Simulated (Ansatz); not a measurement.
C3H11AlS: molecular dynamics (part 4 of 4)

Continued. System: C3H11AlS. Method: RKS BLYP/def2-SVP (Ansatz 0.2.0). It belongs to a series of runs on one base structure; here: dynamics from the highest image of the converged band.

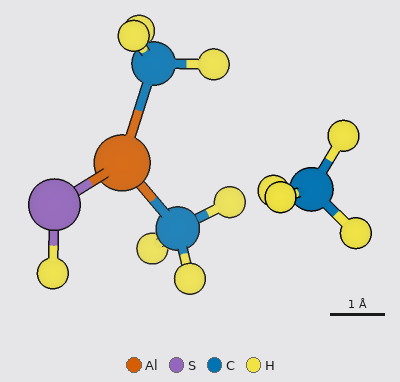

Figure 1. The geometry at step 171 of the log (ball-and-stick view, seen at a tilt).

### Trajectory as extended XYZ, continued
```
16
Properties=species:S:1:pos:R:3:forces:R:3 step=136 time_fs=68.0 energy=-20713.75581 temperature=819.1
Al    0.3707   -0.4371   -0.6608   -1.2006  -0.1916  -0.1909
S     2.3717    0.2536   -0.4465    1.3526   0.4483   0.1815
C    -0.1595   -2.0895    0.2303   -0.9624  -0.1445  -0.6277
C    -0.9978    0.5697   -1.6756    0.2478  -0.3240  -0.6623
H     0.6576    1.5925    2.5975    0.8597   0.2839   0.3345
C    -0.4189    1.5208    2.6017   -0.1735  -0.1853  -0.5311
H     2.1409    1.4641   -1.0266    0.0442   0.0379  -0.0835
H     0.4582   -2.5284    1.0035    0.7511  -0.3375   0.4104
H    -1.1275   -1.8714    0.7382   -0.0812  -0.0012  -0.1000
H    -0.4043   -2.8767   -0.5382    0.1401   0.2111   0.3479
H    -1.0013    0.3426   -2.7794    0.0338  -0.1248   0.4332
H    -0.9200    1.6628   -1.6364    0.0866   0.4482   0.2106
H    -1.9864    0.2842   -1.2876   -0.3826  -0.0358   0.0540
H    -0.8043    0.9582    3.4259   -0.1035  -1.1070   0.9533
H    -0.9316    2.4601    2.7032   -0.1672   1.2428  -0.2986
H    -0.6895    1.0391    1.6615   -0.4450  -0.2202  -0.4312
16
Properties=species:S:1:pos:R:3:forces:R:3 step=143 time_fs=71.5 energy=-20713.82281 temperature=856.0
Al    0.3692   -0.4667   -0.7063   -0.4595   0.0629   0.0084
S     2.3933    0.2520   -0.4567    0.7807   0.3819   0.0054
C    -0.1630   -2.0763    0.2294   -0.0093  -0.2587   0.0760
C    -0.9967    0.5646   -1.6693    0.0297  -0.0378  -0.1274
H     0.7034    1.6681    2.7435   -1.9729  -0.0066   0.1705
C    -0.4726    1.5674    2.6944    1.8131  -0.1806  -0.1063
H     2.1568    1.4335   -1.1040    0.0861  -0.0628   0.0008
H     0.4964   -2.5204    0.9973    0.1562   0.0402  -0.0286
H    -1.1121   -1.8113    0.7215   -0.3409   0.0137   0.2490
H    -0.4283   -2.8659   -0.4937   -0.0380  -0.2901  -0.1622
H    -1.0226    0.3338   -2.7596   -0.0219   0.0877   0.1053
H    -0.8838    1.6599   -1.5467    0.0318   0.0609  -0.0937
H    -1.9797    0.2846   -1.2452   -0.1894  -0.0063  -0.0494
H    -0.8571    0.8948    3.4922    0.1749   0.2072  -0.0540
H    -0.9839    2.5459    2.7133    0.1411   0.0917   0.1467
H    -0.6763    1.0975    1.7174   -0.1818  -0.1033  -0.1405
16
Properties=species:S:1:pos:R:3:forces:R:3 step=150 time_fs=75.0 energy=-20713.74835 temperature=815.3
Al    0.3656   -0.4960   -0.7517    0.1990   0.2675   0.2202
S     2.4179    0.2517   -0.4670    0.2352   0.2155  -0.1464
C    -0.1676   -2.0659    0.2291    0.0656  -0.6623   0.7442
C    -0.9956    0.5593   -1.6637   -0.4857   0.5036   0.8943
H     0.5671    1.7463    2.9102    0.3739   0.0664   0.0856
C    -0.5118    1.6120    2.7847   -1.1334  -0.2996  -0.5752
H     2.1826    1.3965   -1.1817    0.1053  -0.0811   0.0504
H     0.5529   -2.5088    0.9896   -0.6014   0.4370  -0.5174
H    -1.1253   -1.7530    0.7277    0.3400  -0.2531   0.0840
H    -0.4550   -2.8822   -0.4611   -0.0553  -0.1850  -0.0767
H    -1.0466    0.3339   -2.7325   -0.0724   0.1865  -0.5638
H    -0.8447    1.6624   -1.4686   -0.0959  -0.5603  -0.4158
H    -1.9914    0.2852   -1.2100    0.3862   0.1276  -0.2820
H    -0.8944    0.8494    3.5614    0.1995   1.2669  -0.7241
H    -1.0228    2.6448    2.7406    0.3850  -1.3019   0.5155
H    -0.6847    1.1462    1.7622    0.1544   0.2725   0.7071
16
Properties=species:S:1:pos:R:3:forces:R:3 step=157 time_fs=78.5 energy=-20713.74639 temperature=813.8
Al    0.3628   -0.5243   -0.7962    0.6506   0.3403   0.3939
S     2.4433    0.2522   -0.4777   -0.1926  -0.0852  -0.1953
C    -0.1725   -2.0615    0.2342   -0.8272  -0.6284  -0.7069
C    -0.9983    0.5577   -1.6518   -0.1235  -0.3409  -0.5387
H     0.4711    1.8339    3.0906    1.4006   0.0606   0.0393
C    -0.5595    1.6539    2.8692   -0.0155  -0.1260  -1.0645
H     2.2204    1.3516   -1.2546    0.0858   0.0444   0.0005
H     0.5570   -2.4569    0.9382    0.3088  -0.1615   0.5363
H    -1.1076   -1.7213    0.7466    0.2465  -0.2377   0.1398
H    -0.4863   -2.9155   -0.4345    0.0900   0.3338   0.3095
H    -1.0775    0.3574   -2.7523    0.0018   0.3669   0.2986
H    -0.8141    1.6174   -1.4343    0.0202   0.4392  -0.2810
H    -1.9713    0.2969   -1.2016   -0.2431  -0.0732   0.0363
H    -0.9193    0.9246    3.5700   -0.8034  -0.3326   0.9352
H    -1.0320    2.6249    2.8239   -0.8227   0.5836   0.4617
H    -0.6775    1.2177    1.8692    0.2237  -0.1833  -0.3645
16
Properties=species:S:1:pos:R:3:forces:R:3 step=164 time_fs=82.0 energy=-20713.77490 temperature=829.5
Al    0.3627   -0.5510   -0.8390    0.8971   0.3903   0.5717
S     2.4681    0.2525   -0.4892   -0.5293  -0.2607  -0.2835
C    -0.1836   -2.0632    0.2340    0.2008  -0.3531  -0.3224
C    -1.0026    0.5538   -1.6439   -0.0248   0.0021  -0.7743
H     0.4964    1.9215    3.2666   -1.4766  -0.4839  -0.6330
C    -0.6063    1.6947    2.9456    2.1581   0.4183   0.7596
H     2.2683    1.3106   -1.3267    0.0731   0.0606   0.0098
H     0.5848   -2.4161    0.9342    0.1404  -0.1342   0.2707
H    -1.0670   -1.7143    0.7843   -0.3279   0.0397   0.3555
H    -0.5107   -2.9215   -0.3800   -0.0808  -0.2045  -0.0591
H    -1.1091    0.4196   -2.7487    0.0034   0.1666   0.2047
H    -0.7831    1.6113   -1.4327   -0.0416   0.3407  -0.1008
H    -1.9735    0.3025   -1.1916   -0.2974  -0.0514   0.1184
H    -1.0219    0.9818    3.6623   -0.3022  -0.1616   0.2995
H    -1.1218    2.6523    2.9587   -0.5214   0.4330   0.0833
H    -0.6453    1.2721    1.9422    0.1290  -0.2019  -0.5001
16
Properties=species:S:1:pos:R:3:forces:R:3 step=171 time_fs=85.5 energy=-20713.66247 temperature=767.9
Al    0.3666   -0.5760   -0.8792    0.9170   0.4636   0.7210
S     2.4909    0.2518   -0.5017   -0.7678  -0.3025  -0.4306
C    -0.1935   -2.0684    0.2315    0.6560  -0.2184   0.9926
C    -1.0075    0.5504   -1.6426   -0.3802   0.9387   0.0896
H     0.3915    1.9618    3.3808   -0.0880  -0.0911  -0.0613
C    -0.6366    1.7391    3.0276   -1.3862   0.2350   0.7635
H     2.3249    1.2755   -1.3968    0.0626  -0.0368   0.1056
H     0.6235   -2.3899    0.9569   -0.6260   0.0852  -0.5785
H    -1.0517   -1.7077    0.8547    0.1436  -0.0845  -0.1716
H    -0.5430   -2.9474   -0.3287   -0.0924  -0.3310  -0.0895
H    -1.1416    0.5005   -2.7290   -0.0979  -0.1368  -0.5056
H    -0.7587    1.6367   -1.4435   -0.2550  -0.5561   0.0329
H    -2.0013    0.3044   -1.1721    0.4471   0.1733  -0.1756
H    -1.1549    1.0231    3.7847    0.8137   0.6648  -1.1581
H    -1.2623    2.7172    3.1007    0.8622  -1.2000  -0.4618
H    -0.6011    1.3099    1.9749   -0.2086   0.3967   0.9273
16
Properties=species:S:1:pos:R:3:forces:R:3 step=179 time_fs=89.5 energy=-20713.62625 temperature=747.2
Al    0.3757   -0.6022   -0.9214    0.6807   0.5224   0.8019
S     2.5136    0.2495   -0.5179   -0.8971  -0.4646  -0.4365
C    -0.1991   -2.0775    0.2378   -0.5287  -0.4088  -0.1339
C    -1.0170    0.5562   -1.6429   -0.0100   0.3180  -1.2221
H     0.2897    2.0030    3.5166    1.0697   0.3063   0.5238
C    -0.6862    1.7922    3.1284   -0.5745   0.0426  -0.1422
H     2.3978    1.2316   -1.4630    0.0126  -0.0012   0.0795
H     0.6043   -2.3582    0.9227    0.4844  -0.3902   0.2473
H    -1.0191   -1.7100    0.9118    0.0924   0.0003  -0.3813
H    -0.5864   -3.0066   -0.2747    0.2331   0.4712   0.2730
H    -1.1892    0.5738   -2.7539    0.0334  -0.3092   0.3218
H    -0.7606    1.6100   -1.4473    0.0235   0.2978   0.3395
H    -1.9865    0.3257   -1.1671   -0.1225  -0.0389   0.1053
H    -1.2147    1.1296    3.7965   -0.1221  -1.1911   0.4145
H    -1.3261    2.6670    3.2009   -0.1024   0.9295  -0.5293
H    -0.5789    1.3963    2.1122   -0.2725  -0.0841  -0.2613
16
Properties=species:S:1:pos:R:3:forces:R:3 step=186 time_fs=93.0 energy=-20713.62322 temperature=745.7
Al    0.3870   -0.6226   -0.9546    0.3940   0.5672   0.8638
S     2.5299    0.2458   -0.5338   -0.9370  -0.6271  -0.3590
C    -0.2069   -2.0894    0.2435    0.6232  -0.0557  -0.1724
C    -1.0256    0.5655   -1.6540    0.2549   0.1939  -0.8692
H     0.3018    2.0687    3.6842   -1.4059  -0.2001  -0.5403
C    -0.7361    1.8391    3.2177    1.6166   0.1827   1.2150
H     2.4635    1.1932   -1.5112   -0.0373   0.0784  -0.0068
H     0.6267   -2.3699    0.9070    0.2743  -0.2446   0.1149
H    -0.9827   -1.7101    0.9212   -0.4386   0.3264   0.1059
H    -0.6027   -3.0173   -0.2030   -0.0390  -0.1231  -0.2027
H    -1.2288    0.6020   -2.7517    0.0486  -0.2371   0.1423
H    -0.7634    1.6087   -1.4134    0.1008   0.2909   0.2172
H    -1.9798    0.3417   -1.1539   -0.2431  -0.1714   0.1615
H    -1.2642    1.1084    3.8298   -0.0254  -0.6541   0.2942
H    -1.3804    2.7070    3.2252   -0.2293   0.9546  -0.1808
H    -0.5894    1.4672    2.2132    0.0432  -0.2808  -0.7836
16
Properties=species:S:1:pos:R:3:forces:R:3 step=193 time_fs=96.5 energy=-20713.51646 temperature=687.4
Al    0.3999   -0.6405   -0.9839    0.1154   0.6203   0.8918
S     2.5427    0.2398   -0.5511   -0.9319  -0.6197  -0.4019
C    -0.2092   -2.1018    0.2483    1.2084   0.0985   0.6113
C    -1.0322    0.5770   -1.6721    0.0769   0.4904   0.8225
H     0.1886    2.1186    3.8046   -0.0128   0.0654  -0.0195
C    -0.7743    1.8872    3.3155   -1.5593  -0.4347  -0.5471
H     2.5249    1.1623   -1.5586   -0.0774   0.0150   0.0469
H     0.6740   -2.4077    0.9016   -0.6668   0.1805  -0.3903
H    -0.9845   -1.6790    0.9334    0.1215   0.0570  -0.1685
H    -0.6219   -3.0374   -0.1513   -0.1505  -0.2222  -0.3490
H    -1.2643    0.6041   -2.7396   -0.0479  -0.0016  -0.5388
H    -0.7576    1.6319   -1.3583   -0.1111  -0.5673  -0.2776
H    -1.9918    0.3406   -1.1272    0.4640  -0.0526  -0.2500
H    -1.3128    1.0239    3.8919    0.6654   1.3858  -0.7211
H    -1.4486    2.8353    3.2310    0.9059  -1.3458   0.3443
H    -0.6000    1.5149    2.2497    0.0003   0.3310   0.9469
16
Properties=species:S:1:pos:R:3:forces:R:3 step=200 time_fs=100.0 energy=-20713.53777 temperature=698.1
Al    0.4134   -0.6557   -1.0094   -0.1084   0.6531   0.8594
S     2.5522    0.2315   -0.5698   -0.8809  -0.5840  -0.4355
C    -0.2014   -2.1138    0.2574   -0.1325  -0.1505  -0.4364
C    -1.0377    0.5923   -1.6848    0.2617  -0.4274  -0.0623
H     0.0780    2.1777    3.9270    1.1346   0.2717   0.5159
C    -0.8249    1.9316    3.4085   -0.5712  -0.3455  -1.4844
H     2.5772    1.1332   -1.6005   -0.1159  -0.0442   0.1036
H     0.6620   -2.4312    0.8639    0.1264  -0.0321   0.3364
H    -0.9760   -1.6406    0.9284    0.3959  -0.1754  -0.2699
H    -0.6537   -3.0721   -0.1355    0.1716   0.6469  -0.0363
H    -1.3013    0.6049   -2.7716    0.1827   0.1344   0.3011
H    -0.7605    1.6060   -1.3305    0.0601   0.1439  -0.2889
H    -1.9623    0.3306   -1.1232    0.0389  -0.1657  -0.0735
H    -1.3018    1.0692    3.8902   -0.5081   0.1216   0.3652
H    -1.4350    2.8413    3.2727   -0.3752  -0.1094   0.4341
H    -0.6064    1.5916    2.3696    0.3201   0.0627   0.1717
```

This output came from the following input.

### Input file
```yaml
crystal:
  periodic: [false, false, false]
  atoms:
    - { symbol: Al, position_ang: [-0.007376, -0.23839, -0.211422] }
    - { symbol: S, position_ang: [2.428444, 0.362093, -0.291213] }
    - { symbol: C, position_ang: [-0.110173, -2.156913, 0.247906] }
    - { symbol: C, position_ang: [-0.967912, 0.644813, -1.697209] }
    - { symbol: H, position_ang: [1.277137, 0.767044, 0.750439] }
    - { symbol: C, position_ang: [-0.08119, 0.952894, 1.556637] }
    - { symbol: H, position_ang: [2.223278, 1.506717, -1.004276] }
    - { symbol: H, position_ang: [0.567746, -2.441193, 1.08007] }
    - { symbol: H, position_ang: [-1.140279, -2.441582, 0.555678] }
    - { symbol: H, position_ang: [0.152809, -2.794778, -0.622977] }
    - { symbol: H, position_ang: [-0.714849, 0.183187, -2.675811] }
    - { symbol: H, position_ang: [-0.743503, 1.729691, -1.777012] }
    - { symbol: H, position_ang: [-2.069586, 0.551098, -1.575707] }
    - { symbol: H, position_ang: [0.377461, 0.600934, 2.502878] }
    - { symbol: H, position_ang: [-0.021837, 2.059652, 1.518542] }
    - { symbol: H, position_ang: [-1.170072, 0.714931, 1.643477] }
basis:
  gaussian: { orbitals: def2-SVP }
hamiltonian:
  xc: blyp
md:
  timestep: 0.5
  n_steps: 200
  ensemble: nve
  temperature: 100.0
  initial_velocities: maxwell_boltzmann
  seed: 4667
```

Launch command:
```bash
ansatz run input.yaml --threads 4 --pin off --max-ram 5120MiB --backend cpu --events-out ev --progress --plain --runs-dir out
```

### Summary

- outcome: finished
- mean temperature over the second half: 781 K
- trajectory: 200 steps, 100 fs
- ensemble: nve
- temperature in the input: 100.0 K
- time step: 0.5 fs
- potential energy (last step): −20713.5382 eV
- mean-field energy (last step): −20713.5382 eV
- largest force (length of the vector) (last step): 1.628 eV/Å
- hardware: 4 threads of Arm Neoverse N1, 16 GiB of memory available, shared host
- wall time: 8.6 min (CPU time 33 min)
- peak memory: 0.19 GiB

### Notes

So short a trajectory is not equilibrated.
